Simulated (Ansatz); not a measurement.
The relaxed structure here is a generated cell of Si2W: the first start was made by a random draw of sites in a space group, and the end was not matched to a known phase here, so it may be hypothetical. Known forms of Si2W include space group No. 139.

One stationary structure of Si2W. Space group Fm-3m (No. 225). Level of theory: r2SCAN (plane waves to 500 eV, PAW, scalar-relativistic; Ansatz, a first-principles code).

```xyz
9
Lattice="0.0000 4.6553 4.6553 4.6553 0.0000 4.6553 4.6553 4.6553 0.0000" Properties=species:S:1:pos:R:3 pbc="T T T"
Si     0.0000     2.3277     2.3277
Si     4.6553     2.3277     2.3277
Si     2.3277     4.6553     2.3277
Si     2.3277     0.0000     2.3277
Si     2.3277     2.3277     4.6553
Si     2.3277     2.3277     0.0000
W      6.9830     6.9830     6.9830
W      2.3277     2.3277     2.3277
W      0.0000     0.0000     0.0000
```

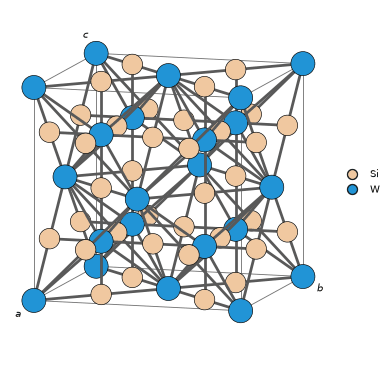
The conventional cell of the relaxed structure

| Property | Value |
|---|---|
| Volume per atom | 22.42 Å³ |
| Band gap | zero (the bands touch at this level, without spin-orbit coupling) |
| Shortest distances | Si–W 2.33 Å; Si–Si 3.29 Å |
| k-mesh | 9×9×9 |

Band energies at high-symmetry points (eV from the Fermi level; labels of this space group; no spin-orbit coupling), from −5 eV up to 1.8 eV:

| point | energies |
|---|---|
| Γ | -4.81 -4.81 -4.81 -3.64 -3.64 -2.89 -2.89 -2.89 -1.56 -1.56 -1.56 -1.19 -0.69 -0.69 0.58 0.58 0.58 1.52 1.52 1.52 |
| X | -4.75 -4.16 -3.68 -3.39 -3.39 -3.04 -3.04 -2.18 -2.18 -1.88 -1.30 -0.80 -0.58 -0.28 0.00 0.13 0.13 0.95 0.95 |
| U | -4.30 -4.23 -3.62 -3.53 -3.48 -3.47 -3.24 -2.68 -2.25 -1.32 -1.32 -0.74 -0.73 -0.30 0.00 0.37 0.51 0.69 0.98 |
| K | -4.30 -4.23 -3.62 -3.53 -3.48 -3.47 -3.24 -2.68 -2.25 -1.32 -1.32 -0.74 -0.73 -0.30 0.00 0.37 0.51 0.69 0.98 |
| L | -4.25 -3.81 -3.81 -3.64 -3.64 -3.03 -3.03 -2.58 -2.58 -2.37 -2.36 -0.68 -0.68 -0.13 0.51 0.51 0.68 |
| W | -4.63 -4.31 -4.31 -4.21 -3.41 -3.41 -3.33 -2.93 -2.93 -2.41 -1.42 -0.89 -0.88 -0.83 -0.17 0.05 0.05 0.67 0.95 1.35 1.35 |

No spin polarisation in the result. Spin-orbit coupling is missing; with elements this heavy it can move band edges by tenths of an eV or more. The gap comes from the SCF mesh and the high-symmetry points alone.

The run could not lower the symmetry of its start; a shaken copy of this end point relaxes with r2SCAN to P1 (No. 1), 1.13 eV/atom lower.
